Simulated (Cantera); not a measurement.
A closed system holds: 1 mol Ti, 0.04 mol O2, 150 mol H2, 0.03 mol Cl2, at 17.0 mbar.

Cantera equilibrium calculation (NASA polynomials, part measured and part estimated; ideal gas, pure solids and liquids). Candidate condensed phases: H2O, Ti, TiCl2, TiCl3, TiCl4, TiO, TiO2, Ti2O3, Ti3O5, Ti4O7; 23 gas species. Mutual solubility and eutectic melting of coexisting phases are not modelled. The tables' values for TiCl2 are old estimates; treat these amounts as uncertain. TiO: taken at fixed stoichiometry. Condensed phases not in the tables: N, O or C dissolved in the metal, TiOCl. Kinetics and transport are ignored.

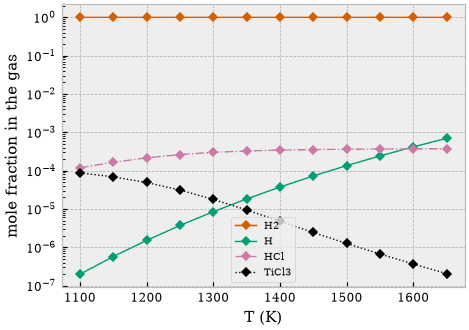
*Equilibrium gas composition (values under 1e-9 drawn at 1e-9)*

From 1100 K to 1150 K the condensed part is Ti(α) + TiO(s). From 1200 K to 1650 K the condensed part is Ti(β) + TiO(s). The share of Ti in condensed phases is highest at 1600 K (99.8 %) and lowest at 1100 K (98.5 %).
